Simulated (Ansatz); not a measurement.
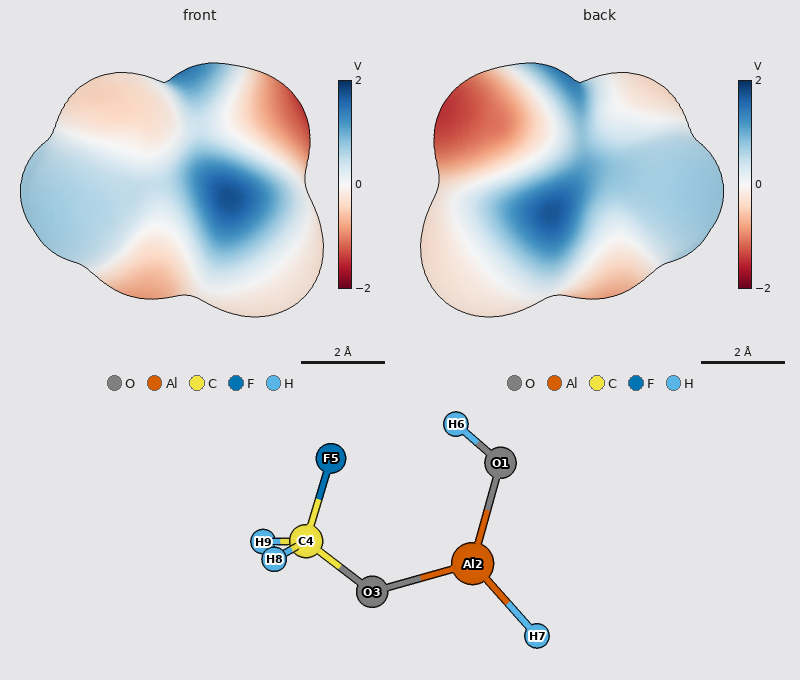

Figure 1: CH₄AlFO₂. The electrostatic potential painted on the density surface at 0.001 e/bohr³, seen from the front and from behind; the colour scale runs from red (negative) to blue (positive). The bare structure is drawn below in the same view.

All numbers below come from RKS PBE-D4/6-31G* in Ansatz 0.2.0.

```xyz
9

O    -0.2719    0.8996    1.9640
Al    1.0254    0.2703    1.0251
O     0.7955   -0.3323   -0.5946
C    -0.3827   -0.4606   -1.2863
F    -1.5046   -0.3301   -0.4318
H    -1.1394    0.8067    1.5246
H     2.5032    0.2374    1.5839
H    -0.4535   -1.4659   -1.7441
H    -0.4836    0.3286   -2.0577
```

Q: Which sites attract a positive test charge, and which a negative one?

A: A positive charge is drawn to the negative regions and a negative charge to the positive ones. The most negative region (about −1.4 V) lies over O1, the most positive (about +1.7 V) over Al2. O1 is the likeliest acceptor of a hydrogen bond.
